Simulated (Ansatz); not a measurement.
**SiNH5 (Si(NH2)H3) at 6 levels**

Aim: a comparison of 6 runs (HF/STO-3G, BHLYP/STO-3G, HSE06/STO-3G, UPBE/STO-3G, wB97X/STO-3G, CCSDT(Q)/STO-3G) of SiNH5 (Si(NH2)H3). 

Program for the calculation: Ansatz 0.2.0.

49 further runs of the same task are left out: 49 set aside as unsound or not needed.

**1. Starting point**

The species is SiNH5 (7 atoms), meant as a singlet with charge 0. SMILES: `[H][Si]([H])([H])N`. The H5–Si1 distance was set to 3.651 Å, away from the relaxed value. At this shape a bond of the SMILES string is far longer than usual.

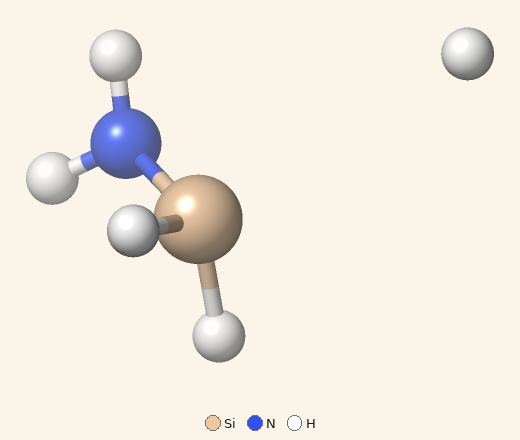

Viewed from a chosen angle; silicon light orange, nitrogen blue, hydrogen white.

**2. A single-point energy at HF/STO-3G (run 1)**

job.yaml reads:

```yaml
crystal:
  periodic: [false, false, false]
  atoms:
    - symbol: Si
      position_ang: [-2.083390, 0.020830, -0.004152]
    - symbol: "N"
      position_ang: [-1.992040, 0.197140, 1.707398]
    - symbol: H
      position_ang: [-1.375020, -0.409740, 2.222628]
    - symbol: H
      position_ang: [-2.846360, 0.325850, 2.224688]
    - symbol: H
      position_ang: [1.387750, -0.009920, -1.135540]
    - symbol: H
      position_ang: [-2.830620, 1.187800, -0.467262]
    - symbol: H
      position_ang: [-2.756520, -1.201260, -0.474732]
basis:
  gaussian: {orbitals: STO-3G}
hamiltonian: {xc: hf}
accuracy: high
```

On the command line:

```sh
$ ansatz run job.yaml --threads 1 --pin off --max-ram 2610MiB --events-out events.jsonl --progress --plain --runs-dir runs
```

Log:

```text
Warning: RAYON_NUM_THREADS=1 ignored (pool sized by the plan → 1); use --threads N
Functional definition: HF
  name "HF"
  exchange = exact_x
  correlation = 0
331 factors; integrals over basis functions are off by at most 8.3e-9 eV
mean field evaluation 1: about -9297.6908 eV, gradient 1.7e1 eV
mean field evaluation 2: about -9297.7210 eV, gradient 1.7e1 eV
mean field evaluation 4: about -9300.8791 eV, gradient 1.2e1 eV
mean field evaluation 8: about -9302.9056 eV, gradient 1.6e0 eV
mean field evaluation 16: about -9302.9230 eV, gradient 1.4e-8 eV
mean field -9302.92301758 eV, -341.8761151483 hartree, gradient 1.4e-8 eV, S^2 0.000000; 0 other end points of the search recorded, 0 dependent functions left out
reference -9302.92301758 eV, -341.8761151483 hartree; 13, 13 occupied and 6, 6 virtual orbitals, 331 factors
Total energy: -9302.92301758 eV, -341.8761151483 hartree
```

Wall time 0.08 s (1 thread of Arm Neoverse V2, shared host).

**3. The energy at BHLYP/STO-3G (run 2)**

run.yaml reads:

```yaml
crystal:
  periodic: [false, false, false]
  atoms:
    - symbol: Si
      position_ang: [-2.083390, 0.020830, -0.004152]
    - symbol: "N"
      position_ang: [-1.992040, 0.197140, 1.707398]
    - symbol: H
      position_ang: [-1.375020, -0.409740, 2.222628]
    - symbol: H
      position_ang: [-2.846360, 0.325850, 2.224688]
    - symbol: H
      position_ang: [1.387750, -0.009920, -1.135540]
    - symbol: H
      position_ang: [-2.830620, 1.187800, -0.467262]
    - symbol: H
      position_ang: [-2.756520, -1.201260, -0.474732]
basis:
  gaussian: {orbitals: STO-3G}
hamiltonian: {xc: {name: BHLYP}}
accuracy: high
```

On the command line:

```sh
$ ansatz run run.yaml --threads 1 --pin off --max-ram 2610MiB --events-out events.jsonl --progress --plain --runs-dir runs
```

Log:

```text
Warning: RAYON_NUM_THREADS=1 ignored (pool sized by the plan → 1); use --threads N
Functional definition: BHLYP
  name "BHLYP"
  parameter a = 0.5
  exchange = (1 - a)*b88_x + a*exact_x
  correlation = lyp_c
331 factors; integrals over basis functions are off by at most 8.3e-9 eV
mean field evaluation 1: about -9320.7320 eV, gradient 2.2e1 eV
mean field evaluation 2: about -9315.7120 eV, gradient 2.5e1 eV
mean field evaluation 4: about -9327.6346 eV, gradient 9.8e0 eV
mean field evaluation 8: about -9328.3170 eV, gradient 2.6e-1 eV
mean field evaluation 16: about -9328.3175 eV, gradient 1.0e-6 eV
mean field -9328.31745237 eV, -342.8093434141 hartree, gradient 2.0e-8 eV, S^2 0.000000; 0 other end points of the search recorded, 0 dependent functions left out
reference -9328.31747492 eV, -342.8093442425 hartree; 13, 13 occupied and 6, 6 virtual orbitals, 331 factors
Total energy: -9328.31747492 eV, -342.8093442425 hartree
```

Run time: 1.1 s. Hardware: 1 thread of Arm Neoverse V2, shared host; peak memory 0.098 GiB.

**4. A single-point energy at HSE06/STO-3G (run 3)**

job.yaml reads:

```yaml
crystal:
  periodic: [false, false, false]
  atoms:
    - {symbol: Si, position_ang: [-2.083390, 0.020830, -0.004152]}
    - {symbol: N, position_ang: [-1.992040, 0.197140, 1.707398]}
    - {symbol: H, position_ang: [-1.375020, -0.409740, 2.222628]}
    - {symbol: H, position_ang: [-2.846360, 0.325850, 2.224688]}
    - {symbol: H, position_ang: [1.387750, -0.009920, -1.135540]}
    - {symbol: H, position_ang: [-2.830620, 1.187800, -0.467262]}
    - {symbol: H, position_ang: [-2.756520, -1.201260, -0.474732]}
basis:
  gaussian:
    orbitals: STO-3G
hamiltonian:
  xc: hse06
accuracy: high
```

On the command line:

```sh
$ ansatz run job.yaml --threads 1 --pin off --max-ram 2610MiB --events-out events.jsonl --progress --plain --runs-dir runs
```

Log:

```text
Warning: RAYON_NUM_THREADS=1 ignored (pool sized by the plan → 1); use --threads N
Functional definition: HSE06
  name "HSE06"
  parameter a = 0.25
  parameter omega = 0.11/bohr
  exchange = pbe_x - a*pbe_x_sr(omega) + a*exact_x_sr(omega)
  correlation = pbe_c
331 factors; integrals over basis functions are off by at most 8.3e-9 eV
65 factors; integrals over basis functions are off by at most 1.8e-9 eV
mean field evaluation 1: about -9315.6381 eV, gradient 2.5e1 eV
mean field evaluation 2: about -9309.4494 eV, gradient 3.3e1 eV
mean field evaluation 4: about -9317.4676 eV, gradient 1.5e1 eV
mean field evaluation 8: about -9321.2671 eV, gradient 1.7e1 eV
mean field evaluation 16: about -9324.7191 eV, gradient 5.1e-7 eV
mean field -9324.71910708 eV, -342.6771066637 hartree, gradient 8.0e-9 eV, S^2 0.000000; 0 other end points of the search recorded, 0 dependent functions left out
reference -9324.71910940 eV, -342.6771067489 hartree; 13, 13 occupied and 6, 6 virtual orbitals, 331 factors
Total energy: -9324.71910940 eV, -342.6771067489 hartree
```

Run time: 1.5 s. Hardware: 1 thread of Arm Neoverse V2, shared host; peak memory 0.099 GiB.

Runs 4 to 5 aren't shown in full; the table further down has their settings and results.

**5. A single-point energy at CCSDT(Q)/STO-3G (run 6)**

in.yaml reads:

```yaml
crystal:
  periodic: [false, false, false]
  atoms:
    - {symbol: Si, position_ang: [-2.083390, 0.020830, -0.004152]}
    - {symbol: "N", position_ang: [-1.992040, 0.197140, 1.707398]}
    - {symbol: H, position_ang: [-1.375020, -0.409740, 2.222628]}
    - {symbol: H, position_ang: [-2.846360, 0.325850, 2.224688]}
    - {symbol: H, position_ang: [1.387750, -0.009920, -1.135540]}
    - {symbol: H, position_ang: [-2.830620, 1.187800, -0.467262]}
    - {symbol: H, position_ang: [-2.756520, -1.201260, -0.474732]}
basis:
  gaussian:
    orbitals: STO-3G
accuracy: high
scf:
  omitted_lower_state_checks: [cluster_reference, increment]
correlation:
  method: ccsdt_q
  frozen_orbitals: {H: 0, "N": 1, Si: 5}
```

On the command line:

```sh
$ ansatz run in.yaml --threads 1 --pin off --max-ram 2610MiB --events-out events.jsonl --progress --plain --runs-dir runs
```

Log, cut to the lines that bear on the results:

```text
Warning: RAYON_NUM_THREADS=1 ignored (pool sized by the plan → 1); use --threads N
[... 2 set-up lines as earlier in the session ...]
[...]
331 factors; integrals over basis functions are off by at most 8.3e-9 eV
[...]
mean field -9302.92301758 eV, -341.8761151483 hartree, gradient 1.4e-8 eV, S^2 0.000000; 1 other end points of the search recorded, 0 dependent functions left out; unrestricted orbitals would lower it
6 core orbitals not correlated: weight in the atoms' cores, before any rotation towards them, 1.000 or more for the frozen orbitals, at most 0.000 for the correlated occupied ones
reference -9302.92301758 eV, -341.8761151483 hartree; 7, 7 occupied and 6, 6 virtual orbitals, 331 factors
second order -5.86962166 eV of doubles, -0.00000000 eV of singles
cycle   1  -4.18444504 eV  change    -1.6e0 eV  update   1.6e-1
[...]
cycle  31  -8.25841418 eV  change   4.6e-10 eV  update  4.4e-10
perturbative correction -0.00261471 eV, -0.0000960889 hartree
WARN: these amplitudes may be one of several solutions (largest doubles amplitude 0.92, level shift 12.95 eV)
Total energy: -9311.18404647 eV, -342.1797023605 hartree
Checks for a lower state left out: cluster_reference, increment
```

Run time: 0.32 s. Hardware: 1 thread of Arm Neoverse V2, shared host.

**6. Overview of the runs**

```csv
run,level,frozen core orbitals,energy (Eh),wall time
1,HF/STO-3G,–,-341.876115,0.08 s
2,BHLYP/STO-3G,–,-342.809344,1.1 s
3,HSE06/STO-3G,–,-342.677107,1.5 s
4,UPBE/STO-3G,–,-342.704139,3.6 s
5,wB97X/STO-3G,–,-342.817097,4.5 s
6,CCSDT(Q)/STO-3G,6,-342.179702,0.32 s
```

**7. What came out**

```
                                          quantity          value
                               run 6: total energy  -342.17970 Eh
run 6: correlation energy (6 core orbitals frozen)     -303.6 mEh
                              run 6: T1 diagnostic          0.044
```

What this shows: Totals of different functionals can't be ranked against each other. In run 6 the log says that unrestricted orbitals would lower the reference, so the values rest on an unstable closed-shell determinant (other closed-shell runs at this shape may share the fault). In runs 1, 2, 3, 4, 5, 6 the basis is minimal, so the values are rough. In runs 1, 2, 3, 5 a closed-shell determinant meets a far-stretched bond, which it describes badly. Spin contamination of the reference: run 4 ⟨S²⟩ = 0.99. Where it is this large, the reference is a mixture of spin states, and values that rest on it are in doubt. All runs together took 11 s, the longest 4.5 s.
